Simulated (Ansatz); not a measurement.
**ClF (SMILES FCl) at 6 levels**

Aim: a comparison of 6 runs (HF/STO-3G, B3LYP/6-31G*, B3LYP/cc-pVTZ, SVWN5/cc-pVTZ, r2SCAN0/cc-pVTZ, MP2/cc-pVTZ) of ClF. 

Program for the calculation: Ansatz 0.2.0.

33 further runs of the same task are left out: 33 set aside as unsound or not needed.

## Step 1: The structure to begin with

ClF has 2 atoms, charge 0, and is taken as a singlet. As SMILES, `FCl`. The F1–Cl2 distance was set to 2.106 Å, away from the relaxed value.

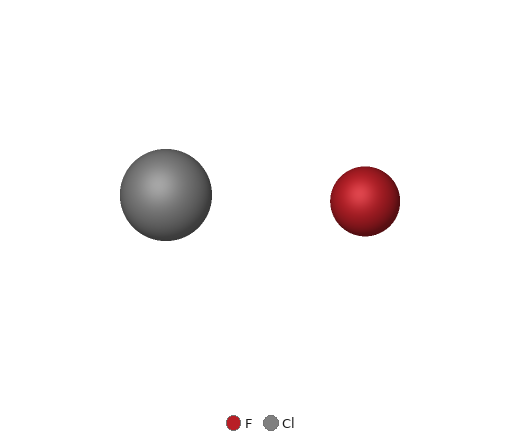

Viewed from a chosen angle; fluorine red, chlorine grey.

## Step 2: A single-point energy at HF/STO-3G (run 1)

The input, input.yaml:

```yaml
crystal:
  periodic: [false, false, false]
  atoms:
    - {symbol: F, position_ang: [-0.000000, -0.000000, -0.454640]}
    - {symbol: Cl, position_ang: [0.000000, 0.000000, 1.650960]}
basis:
  gaussian: {orbitals: STO-3G}
hamiltonian: {xc: hf}
accuracy: high
output: {orbitals: {seedname: orbitals}}
```

Run with:

```bash
ansatz run input.yaml --threads 1 --pin off --max-ram 3480MiB --events-out events.jsonl --progress --plain --runs-dir runs
```

Output:

```text
Warning: RAYON_NUM_THREADS=1 ignored (pool sized by the plan → 1); use --threads N
Functional definition: HF
  name "HF"
  exchange = exact_x
  correlation = 0
215 factors; integrals over basis functions are off by at most 3.3e-8 eV
mean field evaluation 1: about -15032.5485 eV, gradient 6.2e0 eV
mean field evaluation 2: about -15032.5773 eV, gradient 6.3e0 eV
mean field evaluation 4: about -15032.8267 eV, gradient 1.2e-1 eV
mean field evaluation 8: about -15032.8265 eV, gradient 8.4e-5 eV
mean field -15032.82645245 eV, -552.4461825118 hartree, gradient 8.4e-8 eV, S^2 0.000000; 0 other end points of the search recorded, 0 dependent functions left out
reference -15032.82645245 eV, -552.4461825118 hartree; 13, 13 occupied and 1, 1 virtual orbitals, 215 factors
Total energy: -15032.82645245 eV, -552.4461825118 hartree
```

Wall time 0.08 s (1 thread of Arm Neoverse V2, shared host).

## Step 3: A single-point energy at B3LYP/6-31G(d) (Cartesian functions) (run 2)

The input, in.yaml:

```yaml
crystal:
  periodic: [false, false, false]
  atoms:
    - {symbol: F, position_ang: [-0.000000, -0.000000, -0.454640]}
    - {symbol: Cl, position_ang: [0.000000, 0.000000, 1.650960]}
basis:
  gaussian:
    orbitals: "6-31G*"
hamiltonian:
  xc: {name: B3LYP}
accuracy: high
output: {orbitals: {seedname: orbitals}}
```

Run with:

```bash
ansatz run in.yaml --threads 1 --pin off --max-ram 3480MiB --events-out events.jsonl --progress --plain --runs-dir runs
```

Output:

```text
Warning: RAYON_NUM_THREADS=1 ignored (pool sized by the plan → 1); use --threads N
Functional definition: B3LYP
  name "B3LYP"
  parameter a0 = 0.2
  parameter ax = 0.72
  parameter ac = 0.81
  exchange = (1 - a0 - ax)*slater_x + ax*b88_x + a0*exact_x
  correlation = (1 - ac)*vwn_rpa_c + ac*lyp_c
548 factors; integrals over basis functions are off by at most 3.2e-9 eV
mean field evaluation 1: about -15233.4442 eV, gradient 3.0e1 eV
mean field evaluation 2: about -15218.3016 eV, gradient 8.4e1 eV
mean field evaluation 4: about -15235.4745 eV, gradient 2.2e0 eV
mean field evaluation 8: about -15235.4881 eV, gradient 7.8e-2 eV
mean field evaluation 16: about -15235.4882 eV, gradient 1.5e-6 eV
mean field -15235.48816129 eV, -559.8938629425 hartree, gradient 4.6e-8 eV, S^2 0.000000; 0 other end points of the search recorded, 0 dependent functions left out
reference -15235.48818423 eV, -559.8938637856 hartree; 13, 13 occupied and 21, 21 virtual orbitals, 548 factors
Total energy: -15235.48818423 eV, -559.8938637856 hartree
```

It took 0.89 s on 1 thread of Arm Neoverse V2, shared host.

Runs 3 to 5 aren't shown in full; the table further down has their settings and results.

## Step 4: A single-point energy at MP2/cc-pVTZ (run 6)

The input, input.yaml:

```yaml
basis:
  gaussian:
    orbitals: cc-pVTZ
crystal:
  periodic: [false, false, false]
  atoms:
    - {symbol: F, position_ang: [-0.000000, -0.000000, -0.454640]}
    - {symbol: Cl, position_ang: [0.000000, 0.000000, 1.650960]}
total_charge: 0
correlation:
  method: mp2
  frozen_orbitals: {Cl: 5, F: 1}
accuracy: high
```

Run with:

```bash
ansatz run input.yaml --threads 1 --pin off --max-ram 3480MiB --events-out events.jsonl --progress --plain --runs-dir runs
```

Output:

```text
Warning: RAYON_NUM_THREADS=1 ignored (pool sized by the plan → 1); use --threads N
Functional definition: HF
  name "HF"
  exchange = exact_x
  correlation = 0
840 factors; integrals over basis functions are off by at most 4.0e-9 eV
mean field evaluation 1: about -15204.5791 eV, gradient 2.7e1 eV
mean field evaluation 2: about -15204.5855 eV, gradient 2.7e1 eV
mean field evaluation 4: about -15206.1827 eV, gradient 2.7e0 eV
mean field evaluation 8: about -15206.2102 eV, gradient 1.9e-1 eV
mean field evaluation 16: about -15206.2103 eV, gradient 1.5e-8 eV
mean field evaluation 32: about -15201.4489 eV, gradient 9.3e-1 eV
mean field evaluation 64: about -15202.4683 eV, gradient 6.1e0 eV
mean field -15206.21029184 eV, -558.8179210857 hartree, gradient 1.5e-8 eV, S^2 0.000000; 4 other end points of the search recorded, 0 dependent functions left out; unrestricted orbitals would lower it
unrestricted determinant -15207.96663400 eV, -558.8824654693 hartree, S^2 0.8228
6 core orbitals not correlated: weight in the atoms' cores, before any rotation towards them, 1.000 or more for the frozen orbitals, at most 0.000 for the correlated occupied ones
reference -15206.21029184 eV, -558.8179210857 hartree; 7, 7 occupied and 51, 51 virtual orbitals, 840 factors
second order -12.90192462 eV of doubles, -0.00000000 eV of singles
Total energy: -15219.11221647 eV, -559.2920580704 hartree
```

Wall time 1.8 s (1 thread of Arm Neoverse V2, shared host); peak memory 0.11 GiB.

## Step 5: All runs side by side

```tsv
run	level	Cartesian functions	frozen core orbitals	energy (Eh)	HOMO energy (eV)	LUMO energy (eV)	HOMO–LUMO gap (eV)	wall time
1	HF/STO-3G	no	–	-552.446183	-11.30	1.29	12.58	0.08 s
2	B3LYP/6-31G* (Cartesian functions)	yes	–	-559.893864	-9.85	-6.66	3.19	0.89 s
3	B3LYP/cc-pVTZ	no	–	-559.979639	-10.13	-6.98	3.16	1.6 s
4	SVWN5/cc-pVTZ	no	–	-557.850178	-8.83	-8.05	0.78	1 s
5	r2SCAN0/cc-pVTZ	no	–	-559.856241	-10.72	-6.78	3.94	3.3 s
6	MP2/cc-pVTZ	no	6	-559.292058	–	–	–	1.8 s
```

## Step 6: Results

| quantity | value |
| --- | --- |
| run 6: total energy | -559.29206 Eh |
| run 6: correlation energy (6 core orbitals frozen) | -474.1 mEh |

In words: Over runs 1, 2, 3, 4, 5 the HOMO–LUMO gap runs from 0.78 eV (SVWN5/cc-pVTZ) to 12.58 eV (HF/STO-3G). The two ends differ in method and basis. Totals of different functionals can't be ranked against each other. In run 6 the log says that unrestricted orbitals would lower the reference, so the values rest on an unstable closed-shell determinant (other closed-shell runs at this shape may share the fault). In run 1 the basis is minimal, so the values are rough. All runs together took 8.8 s, the longest 3.3 s.
